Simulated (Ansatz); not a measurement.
Base system: CdS in the wurtzite structure (space group P6_3mc, No. 186; a = 4.1962 Å, c = 6.8295 Å).

It is then changed as follows: Zn replaces 33.3 % of the Cd, ordered in a cell of 12 atoms (starting symmetry Cm) and fully relaxed.

The values are results of Kohn–Sham DFT with the PBE functional, run in Ansatz (a first-principles code) with PAW and 420 eV plane waves, without spin-orbit coupling, not measurements.

The zone is the changed cell's own and can be folded.

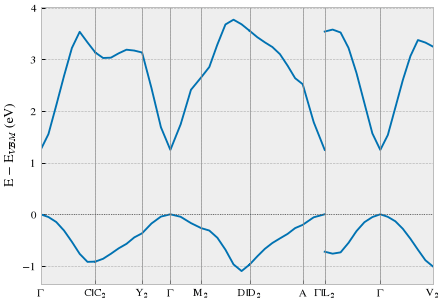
Figure: Highest valence and lowest conduction band along the path of the changed cell's own zone

**Question.** From the figure, how large is the changed gap, and is it direct?

**Answer.** About 1.2 eV, direct at Γ.

These are small ordered cells, not random alloys; other orderings at the same x differ. Whether these cells are dynamically stable was not tested. k-point labels follow each cell's own Brillouin zone.
